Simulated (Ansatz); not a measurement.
# GaP (zinc blende), frozen-phonon scan

GaP (zinc blende)

```yaml
crystal:
  lattice:
    - [0.00000, 5.50645, 5.50645]
    - [2.75322, 2.75322, 5.50645]
    - [2.75322, 2.75322, 0.00000]
  atoms:
    - { symbol: P, position: [0.00000, 0.75000, 0.75000] }
    - { symbol: P, position: [0.50000, 0.75000, 0.75000] }
    - { symbol: Ga, position: [0.00000, 0.00000, 0.00000] }
    - { symbol: Ga, position: [0.50000, 0.00000, 0.00000] }
```

A phonon eigenvector at X = (0.5, 0.5, 0.0) is frozen into this cell: atom i moves by Q times the vector below, so Q is the largest atomic displacement, in Å. The cell is held. (q is in reciprocal vectors of the primitive cell; the cell shown is doubled to hold the pattern.)

| atom | x | y | z |
|---|---|---|---|
| Ga3 | 0.000 | 0.000 | 1.000 |
| Ga4 | 0.000 | 0.000 | -1.000 |

Atoms not listed stay in place.

Computed with PBE (plane waves to 420 eV, PAW, scalar-relativistic; Ansatz, an electronic-structure program). k mesh 10×10×10 (Γ-centred), Fermi-Dirac smearing 0.05 eV. E stands for the smeared free energy. Stress and pressure are positive under compression. GaP was relaxed with its symmetry unable to fall. The PAW data are Ansatz's earlier set. ΔE is measured from the undisplaced structure.

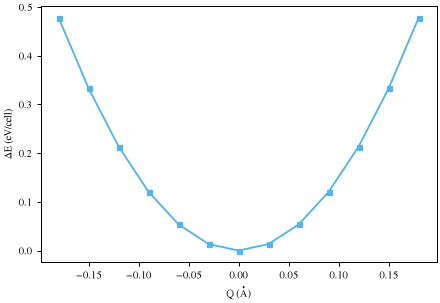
Figure: ΔE (eV/cell) against Q (Å); markers are the computed points, lines only join them.

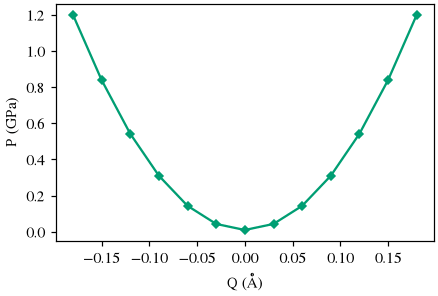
*P (GPa) against Q (Å); computed points joined by lines.*

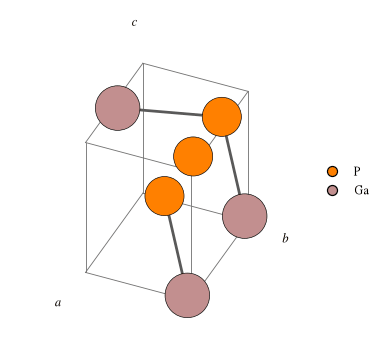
The cell of the calculation at Q = -0.180 Å.

The energy at Q = 0.180 Å is 478 meV/cell. Space group of the distorted cell: P-4m2 (No. 115), lowered from F-43m. Harmonic wavenumber from the curvature (finite differences): 241 cm⁻¹. Shape of the curve: a single well with its minimum at or next to zero displacement. Wavenumber by perturbation theory (DFPT, on another k mesh): 241 cm⁻¹.

E″ = 29.82 eV/Å², M = Σ mᵢ|uᵢ|² = 139.4 u, ν̃ = 521.5·√(|E″|/M).

(For displaced atoms, the force is minus the slope of the energy, and its curvature is a force constant, which sets phonon frequencies.)
